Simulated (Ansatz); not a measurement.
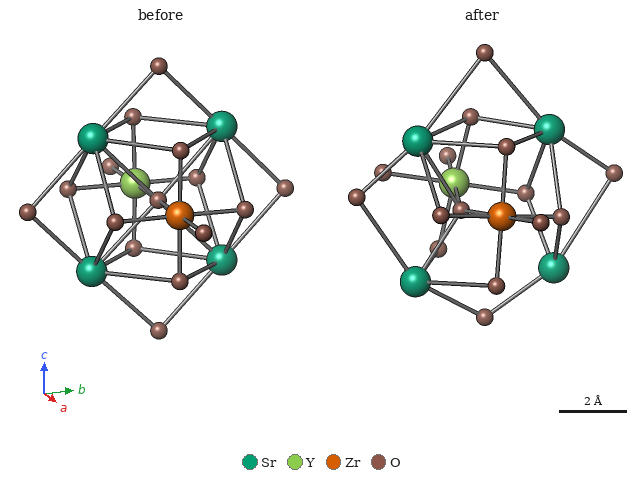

The structure of a defect cell of composition Sr8YZr6O24 before (left) and after (right) a relaxation, at one scale.

A ball-and-stick model of the atoms within 4.2 Å of the atom that moves most (axes of the cell of the calculation), seen slightly off an axis.

All numbers below come from Ansatz 0.2.0, DFT, PBEsol, PAW, plane waves. (plane-wave cutoff 420 eV; k-point mesh 1 × 1 × 1; mesh shifted by (0.25, 0.25, 0.25); collinear spin; atoms relaxed in a fixed cell; force threshold 0.03 eV/Å; at most 80 steps)

Describe what moved and what it gained.

The atom that moves furthest is an O atom (0.65 Å roughly along [0 −3 −1]). By element the largest moves are O 0.65 Å, Sr 0.45 Å, Y 0.06 Å, Zr 0.05 Å. The lattice vectors keep their values. Some distances before and after: O–Sr 2.923 → 3.839 Å, O–Sr 2.893 → 3.777 Å, O–Sr 2.942 → 3.615 Å, O–Sr 2.915 → 3.586 Å. Bonds break: O–Sr (2.89 → 3.78 Å), O–Sr (2.92 → 3.84 Å). Among the angles between lasting bonds that change: Y–O–Zr 179.1° → 146.3°, Sr–O–Sr 89.7° → 113.9°, Sr–O–Y 88.8° → 103.8°. After 16 accepted moves (17 points after the start) the energy has fallen by 4.258 eV per cell of the calculation. The largest force component goes from 4.7 to 0.01 eV/Å. The line search rejected the trial step at point 16 of the run.

Limits of the set-up: the periodic images lie only 8.3 Å apart, so the values are limited by the cell's size.
